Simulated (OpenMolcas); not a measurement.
## Run report: Ti⁺, multiconfigurational calculation (part 2 of 2)

Continued. System: Ti⁺. Method: state-averaged CASSCF, active space 3 electrons in the shell 3d, basis ANO-RCC-VTZP, DKH3 scalar Hamiltonian, spin-orbit coupling by RASSI with atomic mean-field integrals (OpenMolcas).

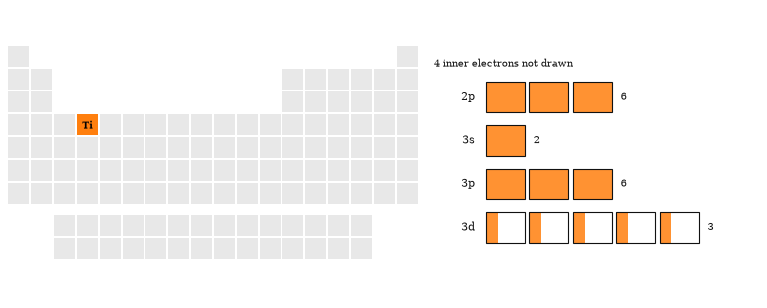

Left, the place of titanium in the periodic table; right, the outer shells of the leading configuration of the lowest level: a box for each of the 2l + 1 orbitals, shaded by the share of the shell that is filled, with the electron count at the right.

The program's output (extracts), continued:
```
--- RASSI ---
SPIN-FREE ENERGIES:
  (Shifted by EMIN (a.u.) =       -852.5260962729)

 SF State       Relative EMIN(au)   Rel lowest level(eV)    D:o, cm**(-1)      L_eff

     1             0.0000000000        0.0000000000              0.0000         3.0
     2             0.0000000000        0.0000000000              0.0000         3.0
     3             0.0000000000        0.0000000000              0.0000         3.0
     4             0.0000000000        0.0000000000              0.0000         3.0
     5             0.0000000000        0.0000000000              0.0000         3.0
     6             0.0000000000        0.0000000000              0.0000         3.0
     7             0.0000000000        0.0000000000              0.0000         3.0
    11             0.0509758387        1.3871232350          11187.9034         4.0
    12             0.0509758387        1.3871232350          11187.9034         4.0
    13             0.0509758387        1.3871232350          11187.9034         4.0
    14             0.0509758387        1.3871232350          11187.9034         4.0
    15             0.0509758387        1.3871232350          11187.9034         4.0
    16             0.0509758387        1.3871232350          11187.9034         4.0
    17             0.0509758387        1.3871232350          11187.9034         4.0
    18             0.0509758387        1.3871232350          11187.9034         4.0
    19             0.0509758387        1.3871232350          11187.9034         4.0
     8             0.0512481540        1.3945333129          11247.6697         1.0
     9             0.0512481540        1.3945333129          11247.6697         1.0
    10             0.0512481540        1.3945333129          11247.6697         1.0
    20             0.0680585567        1.8519676726          14937.1266         3.6
    21             0.0680585567        1.8519676726          14937.1266         4.4
    22             0.0680585567        1.8519676726          14937.1266         4.1
    23             0.0680585567        1.8519676726          14937.1266         4.8
    24             0.0680585567        1.8519676726          14937.1266         4.9
    25             0.0680585567        1.8519676726          14937.1266         4.6
    26             0.0680585567        1.8519676726          14937.1266         4.8
    27             0.0680585567        1.8519676726          14937.1266         4.8
    28             0.0680585567        1.8519676726          14937.1266         4.8
    29             0.0680585567        1.8519676726          14937.1266         4.1
    30             0.0680585567        1.8519676726          14937.1266         4.0
    31             0.0680585567        1.8519676726          14937.1266         4.6
    32             0.0680585567        1.8519676726          14937.1266         3.7
    33             0.0680585567        1.8519676726          14937.1266         4.4
    34             0.0738441083        2.0094005541          16206.9085         2.0
    35             0.0738441083        2.0094005541          16206.9085         2.0
    36             0.0738441083        2.0094005541          16206.9085         2.0
    37             0.0738441083        2.0094005541          16206.9085         2.0
    38             0.0738441083        2.0094005541          16206.9085         2.0
    39             0.1193067107        3.2465009855          26184.7963         3.0
    40             0.1193067107        3.2465009855          26184.7963         3.0
Eigenvalues of complex Hamiltonian:
   -----------------------------------
  (Shifted by EMIN (a.u.) =       -852.5260962729)

 SO State       Relative EMIN(au)   Rel lowest level(eV)    D:o, cm**(-1)     J-value

     1            -0.0009228738        0.0000000000              0.0000         1.4
     2            -0.0009228738        0.0000000000              0.0000         0.9
     3            -0.0009228738        0.0000000000              0.0000         1.4
     4            -0.0009228738        0.0000000000              0.0000         0.9
     5            -0.0005371229        0.0104968168             84.6625         1.6
     6            -0.0005371229        0.0104968168             84.6625         1.7
     7            -0.0005371229        0.0104968168             84.6625         2.2
     8            -0.0005371229        0.0104968168             84.6625         2.2
     9            -0.0005371229        0.0104968168             84.6625         2.0
    10            -0.0005371229        0.0104968168             84.6625         2.1
    11            -0.0000032273        0.0250248572            201.8391         2.9
    12            -0.0000032273        0.0250248572            201.8391         2.6
    13            -0.0000032273        0.0250248572            201.8391         2.6
    14            -0.0000032273        0.0250248572            201.8391         2.6
    15            -0.0000032273        0.0250248572            201.8391         2.5
    16            -0.0000032273        0.0250248572            201.8391         2.6
    17            -0.0000032273        0.0250248572            201.8391         3.2
    18            -0.0000032273        0.0250248572            201.8391         3.1
    19             0.0006728799        0.0434226721            350.2275         3.7
    20             0.0006728799        0.0434226721            350.2275         4.2
    21             0.0006728799        0.0434226721            350.2275         3.5
    22             0.0006728799        0.0434226721            350.2275         3.2
    23             0.0006728799        0.0434226721            350.2275         3.2
    24             0.0006728799        0.0434226721            350.2275         3.2
    25             0.0006728799        0.0434226721            350.2275         3.9
    26             0.0006728799        0.0434226721            350.2275         3.6
    27             0.0006728799        0.0434226721            350.2275         3.4
    28             0.0006728799        0.0434226721            350.2275         3.8
    29             0.0506340212        1.4029345832          11315.4305         2.9
    30             0.0506340212        1.4029345832          11315.4305         2.9
    31             0.0506340212        1.4029345832          11315.4305         2.4
    32             0.0506340212        1.4029345832          11315.4305         2.4
    33             0.0506340212        1.4029345832          11315.4305         3.1
    34             0.0506340212        1.4029345832          11315.4305         3.1
    35             0.0506340212        1.4029345832          11315.4305         2.7
    36             0.0506340212        1.4029345832          11315.4305         2.7
    37             0.0508495503        1.4087994287          11362.7337         0.4
    38             0.0508495503        1.4087994287          11362.7337         0.4
    39             0.0510478289        1.4141948648          11406.2508         1.2
    40             0.0510478289        1.4141948648          11406.2508         1.4
    41             0.0510478289        1.4141948648          11406.2508         1.1
Weights of the five most important spin-orbit-free states for each spin-orbit state.

 SO State  Total energy (au)           Spin-free states, spin, and weights
 -------------------------------------------------------------------------------------------------------
    1        -0.000923       1 1.5  0.1938    7 1.5  0.1931    5 1.5  0.1519    3 1.5  0.1388    6 1.5  0.1327
    2        -0.000923       4 1.5  0.2265    3 1.5  0.1573    6 1.5  0.1531    2 1.5  0.1498    5 1.5  0.1456
    3        -0.000923       7 1.5  0.2049    1 1.5  0.1990    3 1.5  0.1622    6 1.5  0.1581    5 1.5  0.1069
    4        -0.000923       4 1.5  0.2185    2 1.5  0.1895    5 1.5  0.1670    6 1.5  0.1274    3 1.5  0.1131
    5        -0.000537       2 1.5  0.1704    5 1.5  0.1664    4 1.5  0.1619    7 1.5  0.1332    3 1.5  0.1329
    6        -0.000537       6 1.5  0.1995    5 1.5  0.1888    4 1.5  0.1829    2 1.5  0.1812    3 1.5  0.1244
    7        -0.000537       7 1.5  0.2221    3 1.5  0.1749    4 1.5  0.1474    1 1.5  0.1281    5 1.5  0.1206
    8        -0.000537       6 1.5  0.1858    1 1.5  0.1776    5 1.5  0.1656    2 1.5  0.1400    7 1.5  0.1218
    9        -0.000537       7 1.5  0.2225    3 1.5  0.2169    1 1.5  0.1592    2 1.5  0.1221    6 1.5  0.1170
   10        -0.000537       1 1.5  0.1969    5 1.5  0.1687    4 1.5  0.1446    2 1.5  0.1359    6 1.5  0.1280
   11        -0.000003       7 1.5  0.4362    2 1.5  0.1807    6 1.5  0.1402    5 1.5  0.0914    3 1.5  0.0720
   12        -0.000003       5 1.5  0.2352    7 1.5  0.1859    1 1.5  0.1672    3 1.5  0.1384    6 1.5  0.1240
```

Results in brief:

- outcome: converged
- lowest level: 3d³ ⁴F₃/₂
- first excited level: 3d³ ⁴F₅/₂, 85 cm⁻¹
- energy of the lowest spin-free term: −852.52610 hartree
- energy of the lowest spin-orbit level: −852.52702 hartree
- largest spread among components of a term: 0.0 cm⁻¹
- hardware: 1 thread of Arm Neoverse V1, 24 GiB of memory available, shared host
- wall time: 9.4 s

Remarks:

Without dynamic correlation the splittings between terms come out too large, often by 20 to 50 %. Caveats: listed ground configuration lies outside the active space; spin-free states above about 41,000 cm⁻¹ are left out of the spin-orbit step; only configurations of the active space are included.
